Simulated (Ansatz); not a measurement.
## Electronic structure of GeH5NP (doublet) in real space

```yaml
atoms:
  - { symbol: Ge, position_ang: [0.0139, -2.0259, -0.2907] }
  - { symbol: N, position_ang: [-1.5546, -1.1876, -0.8287] }
  - { symbol: P, position_ang: [1.4184, -0.2600, 0.4744] }
  - { symbol: H, position_ang: [-2.1192, -1.6798, -1.5191] }
  - { symbol: H, position_ang: [-2.1590, -0.8171, -0.0978] }
  - { symbol: H, position_ang: [2.2772, -1.1187, 1.2299] }
  - { symbol: H, position_ang: [0.6007, 0.0488, 1.6071] }
  - { symbol: H, position_ang: [0.6050, -2.5259, -1.6559] }
```

Geometry: B3LYP-D3(BJ)/def2-SVP.

Level of theory: isolated molecule in a Gaussian basis; Kohn-Sham density functional theory, functional PBE0 in Ansatz.

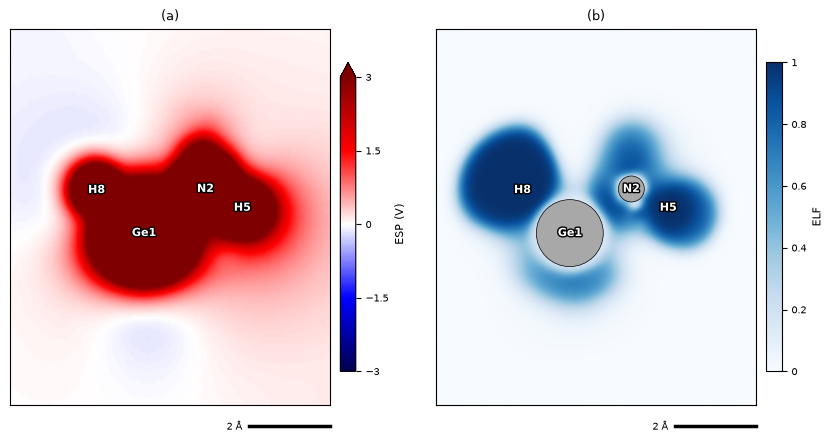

Figure 1. (a) molecular electrostatic potential; (b) ELF on the plane of atoms N2, Ge1 and H8. Grey discs cover the atomic cores in the ELF map.

> What do the fields say about this system?

- The section cuts through Ge, N and H sites.
- Ge–N (1.86 Å): the ELF peaks at about 0.90 in the valence shell of N, 0.7 Å from its nucleus, and is about 0.45 at the midpoint.
- N–H (1.02 Å): the ELF climbs to about 1 towards the hydrogen, as it does in any bond to H; an ordinary covalent bond to hydrogen.
- Ge–H (1.57 Å): the ELF climbs to about 1 towards the hydrogen.
- The potential has no marked negative region in this plane.

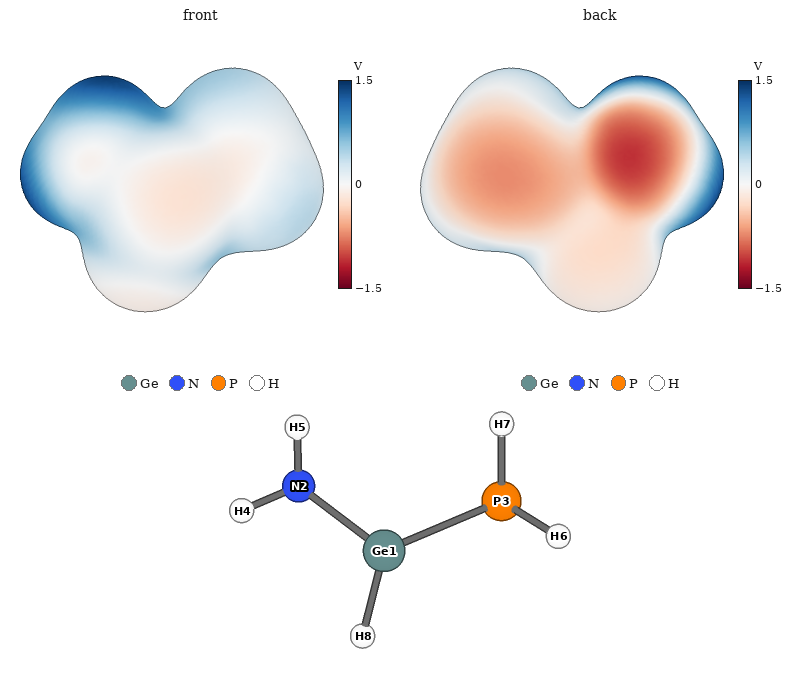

Figure 2. The molecular electrostatic potential painted on the density surface at 0.001 e/bohr³, seen from the front and from behind; the colour scale runs from red (negative) to blue (positive). The bare structure is drawn below in the same view.

> Which sites attract a positive test charge, and which a negative one?

A positive charge is drawn to the negative regions and a negative charge to the positive ones. The most negative region (about −1.1 V) lies over N2, the most positive (about +1.4 V) over H4 and H5. N2 is the likeliest acceptor of a hydrogen bond.

> What dipole moment does the calculation give?

Its dipole moment is 1.62 D.

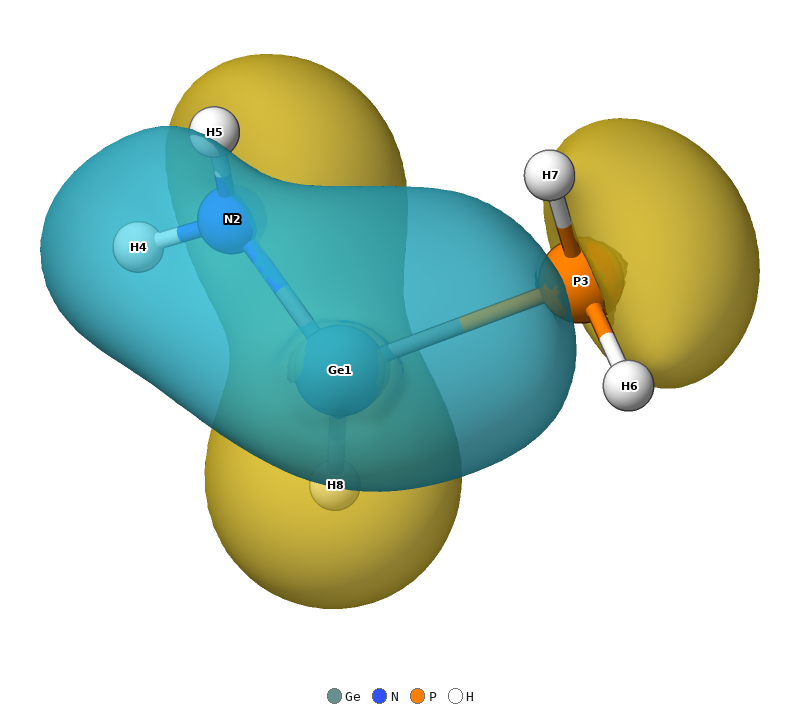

Figure 3. The HOMO−1 (β) at ±0.06 Å⁻³ᐟ² (yellow and cyan are the two phases), seen at a tilt.

> Describe this orbital and give its energy.

By Hirshfeld shares it lies mainly on N2 (about 35 %), Ge1 (about 30 %), P3 (about 15 %) and H8 (about 10 %). Its energy is −7.99 eV.
